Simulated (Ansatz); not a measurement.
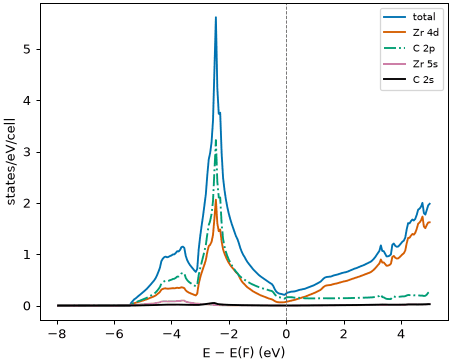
Total and projected density of states of ZrC (rock salt, Fm-3m), the program Ansatz at the r²SCAN level (PAW)

Task: Which orbitals carry the states next to the Fermi level?

Result: Within 0.5 eV of the Fermi level: C 2p 62 %, Zr 4d 34 %. Projections are on Löwdin-orthogonalised atomic valence shells; empty p or d shells of many metals are not among them.

Task: Where is the tallest occupied peak in this window, and what makes it?

Result: Near -2.4 eV, about 5.6 states/eV per cell; the largest projected share is C 2p.

The r²SCAN relaxation kept the symmetry of its start. The run is not spin-polarised. Spin–orbit coupling is left out wherever it is not named.

Potentials: the later of the program's two PAW sets.
